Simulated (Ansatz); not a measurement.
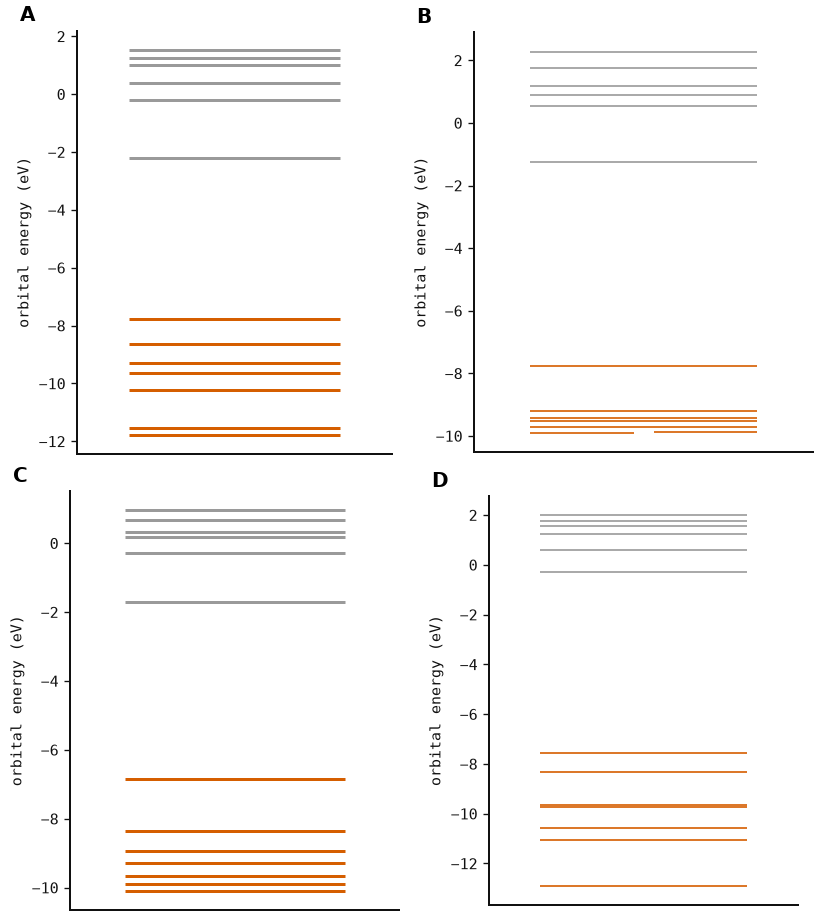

Kohn-Sham orbital energies near the frontier, PBE0/def2-TZVPP in the Ansatz code, at a PBE0-D4/def2-TZVP geometry (a minimum by its frequencies), isolated molecule; empty levels in grey, levels within 0.03 eV side by side.

**Which panel belongs to which molecule?**
1. C₂H₇GeN, SMILES N(=C/[CH2][GeH3])/[H], singlet
2. CH₄Cl₃GeN, SMILES C[NH][Ge]([Cl])([Cl])[Cl], singlet
3. CH₉BSSi₂, SMILES BCS[SiH2][SiH3]
4. CH₈BFSi₂, SMILES CB[SiH2][SiH2]F

A: 4 (HOMO −7.77 eV, LUMO −2.20 eV)
B: 2 (HOMO −7.75 eV, LUMO −1.26 eV)
C: 3 (HOMO −6.86 eV, LUMO −1.70 eV)
D: 1 (HOMO −7.54 eV, LUMO −0.28 eV)

Caveats, for all or some of the runs: empty levels above zero depend strongly on the basis; no scalar relativity up to krypton; one conformer of a flexible molecule.
